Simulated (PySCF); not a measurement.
C$_{5}$H$_{12}$OSi$_{2}$

```xyz
20

C    -1.7615   -2.3181    0.2579
C    -1.3991   -1.0765   -0.0616
C    -2.2213   -0.2970   -0.9753
O    -2.1360    0.9030   -1.1009
Si    0.0904   -0.1105    0.6302
Si   -0.5547    2.0892    0.9579
C     1.4559   -0.2853   -0.6991
C     2.7668    0.3561   -0.2625
H    -1.1875   -2.9089    0.9519
H    -2.6554   -2.7802   -0.1391
H    -2.9535   -0.8719   -1.5771
H     0.5173   -0.9089    1.7995
H    -0.3087    2.9356   -0.2078
H     0.2455    2.6713    2.0516
H    -1.9507    2.2106    1.3774
H     1.6332   -1.3376   -0.9317
H     1.1217    0.1849   -1.6264
H     3.1361   -0.1136    0.6463
H     3.5294    0.2523   -1.0328
H     2.6270    1.4161   -0.0615
```

Geometry: GFN2-xTB.

Method: PBE0/pcSseg-1, SCF density, gas phase, non-relativistic (PySCF 2.14.0).

Question: Predict the electron density and electron localisation function between the atoms.

Answer: C–C (1.33 Å): ρ is about 2.3 e/Å³ halfway; the ELF peaks at about 0.90 between the atoms: a short, multiple covalent bond.
C–Si (1.91 Å): ρ is about 0.89 e/Å³ halfway; the ELF peaks at about 0.95 between the atoms, as expected for a covalent bond.
C–H (1.08 Å): ρ is about 2.1 e/Å³ halfway; the ELF climbs to about 1 towards the hydrogen, as it does in any bond to H (a covalent bond by its length).
C–C (1.46 Å): ρ is about 1.9 e/Å³ halfway; the ELF peaks at about 0.95 between the atoms: a covalent bond.

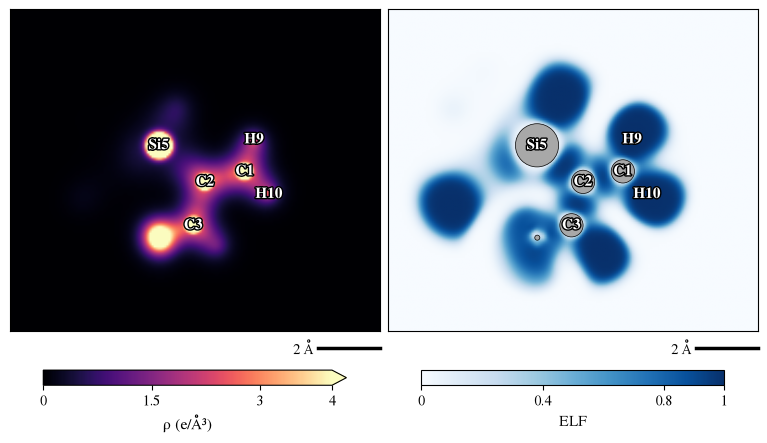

Computed electron density and electron localisation function on the plane of atoms C2, C1 and H10, in this order. Grey discs cover the atomic cores in the ELF map. 
